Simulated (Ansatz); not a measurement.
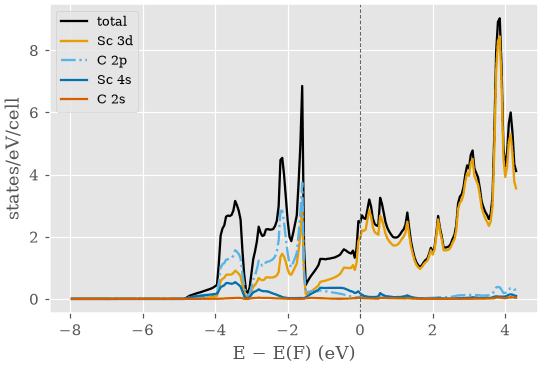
Figure. Total and projected density of states of Sc$_{2}$C in space group P-3m1 (No. 164; Sc on 2d, C on 1b), r²SCAN in the plane-wave PAW code Ansatz

**Question.** Which orbitals carry the states next to the Fermi level?

**Answer.** Within 0.5 eV of the Fermi level: Sc 3d 80 %, Sc 4s 8 %, outside the projected shells 7 %. Projections are on Löwdin-orthogonalised atomic valence shells; empty p or d shells of many metals are not among them.

**Question.** Where is the tallest occupied peak in this window, and what makes it?

**Answer.** Near -1.6 eV, about 6.8 states/eV per cell; the largest projected share is C 2p.

The workflow started from a Materials Project entry (that database holds measured and hypothetical structures alike); the Crystallography Open Database copy checked does not list it. Its standing as an ambient phase is unchecked. The cell was relaxed with r²SCAN under the symmetry of its start; its stability against distortions is not shown here. The run is not spin-polarised.

Potentials: the later of the program's two PAW sets.
